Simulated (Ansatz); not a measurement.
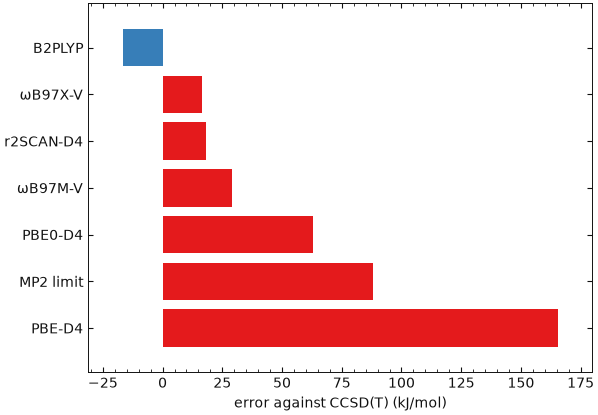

Error in the electronic atomisation energy (method less reference, so positive means overbinding) of C₄H₇N, SMILES CC#CNC: functionals in def2-TZVPP against frozen-core CCSD(T) at the limit (MP2 extrapolated from triple and quadruple zeta, plus CCSD(T) less MP2 in a smaller set), which gives 4842.9 kJ/mol, at a PBE0-D4/def2-TZVP geometry (no frequency check), no zero-point or spin-orbit term, the Ansatz code. The reference leaves out core correlation, a term that grows with the number of heavy atoms. B2PLYP holds a correlation term that converges slowly with the basis, so part of the distance to the limit is basis error. No dispersion term is added to B2PLYP. Limit means the basis limit.

**Which of these levels overbind, and which underbind?**

Overbind: ωB97M-V, PBE0-D4, MP2 limit and PBE-D4. Underbind: none clearly. Within 25 kJ/mol of zero, too close to call in view of what the reference leaves out: B2PLYP, ωB97X-V and r2SCAN-D4.

**Give the values.**

```csv
level,kJ/mol
B2PLYP,−16.6
ωB97X-V,16.7
r2SCAN-D4,18.2
ωB97M-V,29.2
PBE0-D4,63.0
MP2 limit,88.1
PBE-D4,165.4
```
